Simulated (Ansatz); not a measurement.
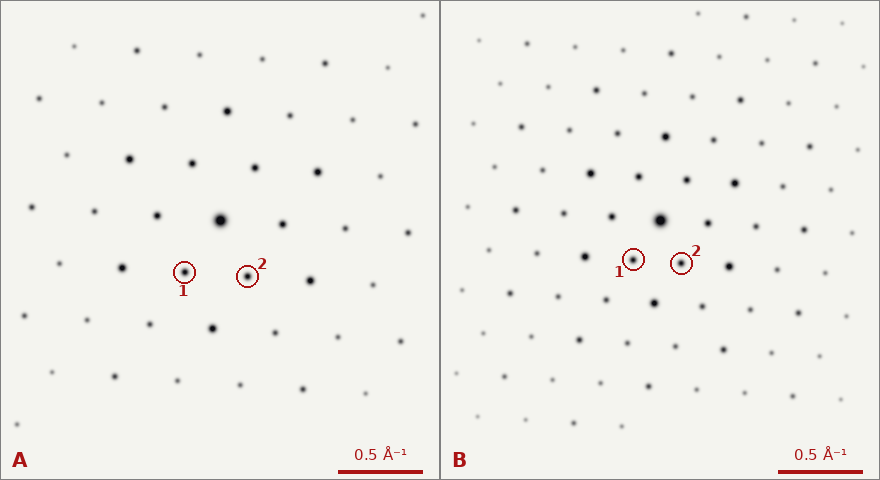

Kinematic electron diffraction patterns (120 kV, B = 0.5 Å², same scale) along [001] of the run's own cell, for the start and the end of one relaxation of PtCl with Ansatz, DFT PBE, scalar-relativistic, plane waves, PAW. k mesh 12×12×8. The start is a generated model structure, and the relaxation ends in the nearest stationary point of its symmetry, not necessarily the ground state. Spot 1 is -1 0 0 and spot 2 is 0 -1 0 in both.

Start structure:

```yaml
crystal:
  lattice:
    - [4.02485, 0.00000, 0.00000]
    - [-2.01242, 3.48562, 0.00000]
    - [0.00000, 0.00000, 6.44565]
  atoms:
    - { symbol: Pt, position: [0.33333, 0.66667, 0.00000] }
    - { symbol: Pt, position: [0.66667, 0.33333, 0.50000] }
    - { symbol: Cl, position: [0.33333, 0.66667, 0.38210] }
    - { symbol: Cl, position: [0.66667, 0.33333, 0.88210] }
```

Q: Which pattern belongs to the start structure, and which to the relaxed one?

A: B is the start: its cell gives d(1) = 3.486 Å, d(2) = 3.486 Å and an angle of 60.0°. A is the relaxed structure, with d(1) = 2.671 Å (-23.4 %), d(2) = 2.671 Å (-23.4 %) and 60.0°.

Q: Summarise the relaxation behind the change.

A: The volume changed by -20.1 % to 18.07 Å³ an atom; with the mean shift removed, the atoms moved by up to 0.55 Å relative to the cell (Pt most); the space group stayed P6_3mc (No. 186); the free energy fell by 250 meV an atom. Relaxed cell: a = 3.084 Å, b = 3.084 Å, c = 8.777 Å, α = 90.00°, β = 90.00°, γ = 120.00°.
